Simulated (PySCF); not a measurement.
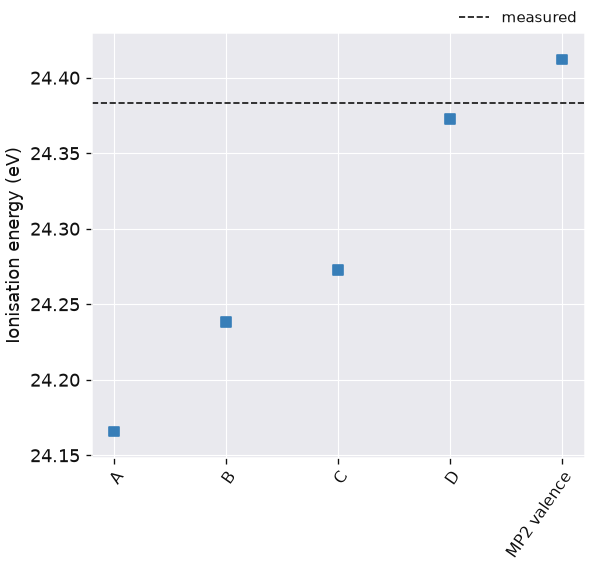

The ionisation energy of C⁺ ([He] 2s² 2p → [He] 2s²) by several methods, in rising order. PySCF, aug-cc-pVQZ-DK, spin-free X2C-1e, unrestricted single determinants, no spin-orbit coupling. Methods marked “valence” freeze 2 core electrons. The lettered entries are CCSD valence, CCSD(T) valence, HF and SCS-MP2 valence in some order.

Which letter is which method?

Answer. A is HF (24.166 eV); B is CCSD valence (24.238 eV); C is CCSD(T) valence (24.273 eV); D is SCS-MP2 valence (24.373 eV). The values run from 24.166 eV (HF) to 24.412 eV (MP2 valence). The measured value is 24.383 eV; nearest to it come SCS-MP2 valence (−0.010) and MP2 valence (+0.029), furthest HF (−0.217 eV). These values lack spin-orbit coupling; with the first-order correction of +0.0052 eV added, SCS-MP2 valence comes nearest (−0.005).

Caveat: large double amplitudes.
